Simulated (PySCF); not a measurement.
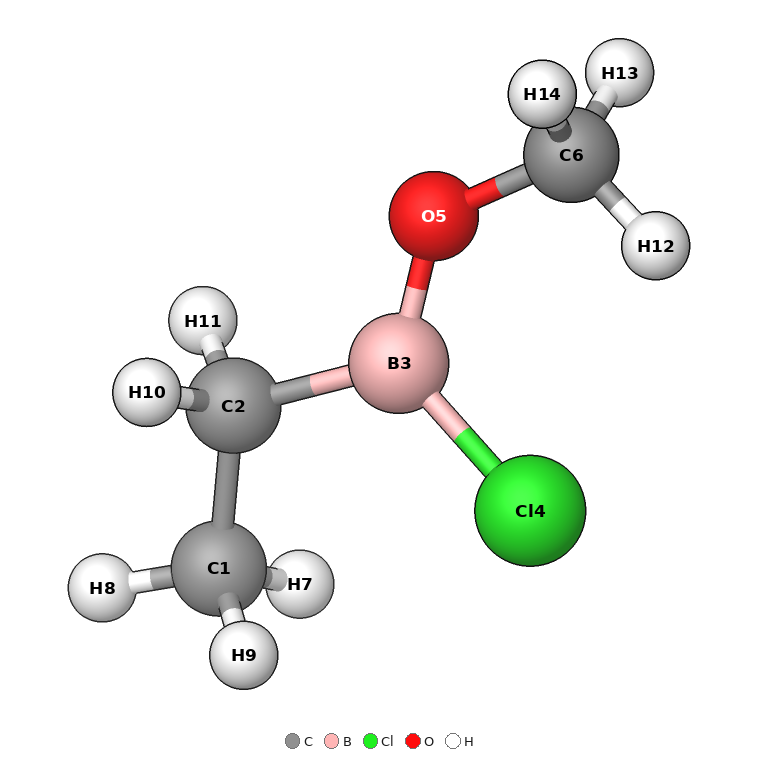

Computed geometry: GFN2-xTB optimisation. No frequency run is at hand to confirm it as a minimum. Level of theory: delta-SCF UKS SCAN, pcX-2 on the ionised atom, pcseg-1 elsewhere, spin-free X2C (PySCF 2.14.0).

Give the core-electron binding energies (to vacuum; p and d levels without spin–orbit splitting) of C1 1s, C2 1s, B3 1s, Cl4 1s, Cl4 2p, O5 1s, C6 1s.

```tsv
atom	level	binding energy (eV)
C1	1s	290.3
C2	1s	290.1
B3	1s	197.3
Cl4	1s	2828.5
Cl4	2p	206.5
O5	1s	539.0
C6	1s	292.6
```

The geometry is semi-empirical. Around B such bond lengths and angles can be off by a tenth of an ångström or more and by several degrees, and values that hang on the shape move with them.
